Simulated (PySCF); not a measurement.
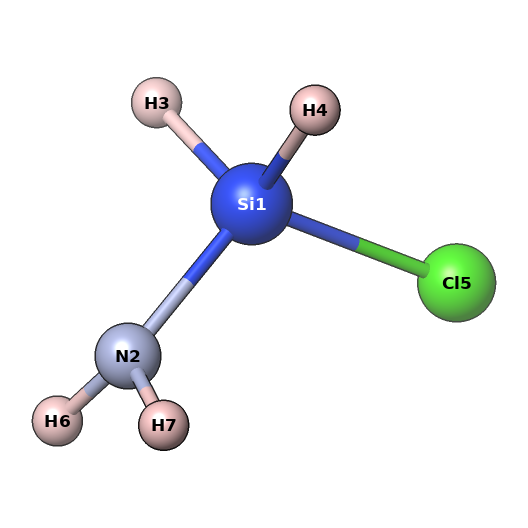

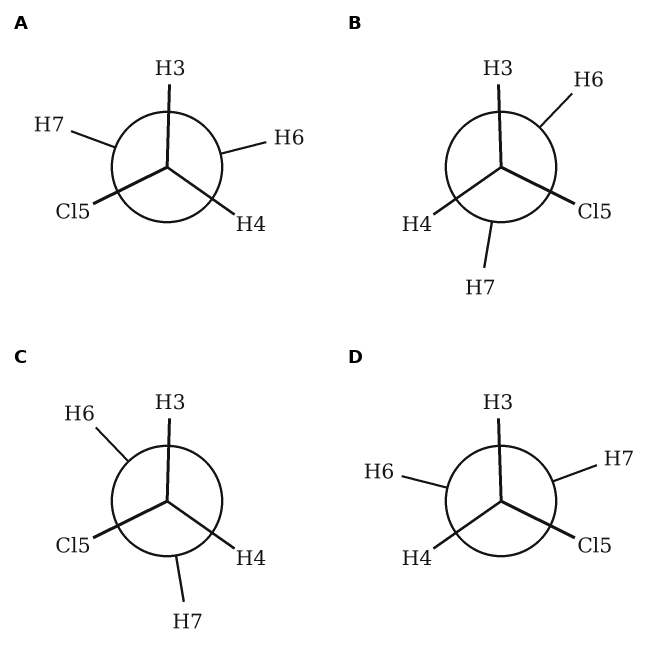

Atoms fade into the background with distance from the viewer. Bonds that would overlap in a projection are set slightly apart. The computed structure is the end point of a PBE0-D4/def2-TZVP optimisation. No frequency run is at hand to confirm it as a minimum.

Question: Which Newman projection shows the view along Si1–N2, with Si1 in front?

Answer: B. The torsion angle Cl5–Si1–N2–H6 is −73°, synclinal (gauche).
